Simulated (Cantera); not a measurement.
Charge: 1 mol Al2O3, 0.11 mol H2O, held at 9.70 mbar.

Cantera equilibrium calculation (NASA polynomials, part measured and part estimated; ideal gas, pure solids and liquids). Candidate condensed phases: Al, Al2O3, H2O; 19 gas species. The tables' values for AlOH are old estimates; treat these amounts as uncertain. Equilibrium is a limit: real reactors are often held back by kinetics, nucleation or transport.

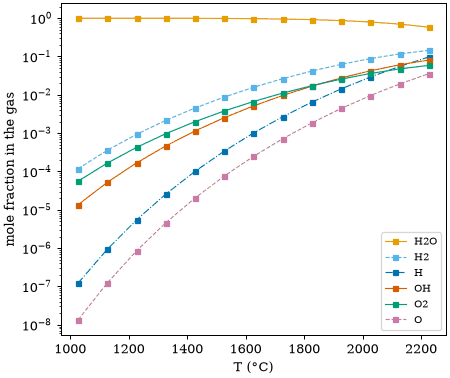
Equilibrium gas composition (values under 1e-9 drawn at 1e-9)

**Question.** Read off the mole fractions at 1527 °C.

**Answer.** H2O about 0.98, H2 about 0.0087, O2 about 0.0038, OH about 0.0025, H about 0.00034, O about 7.6e-5.
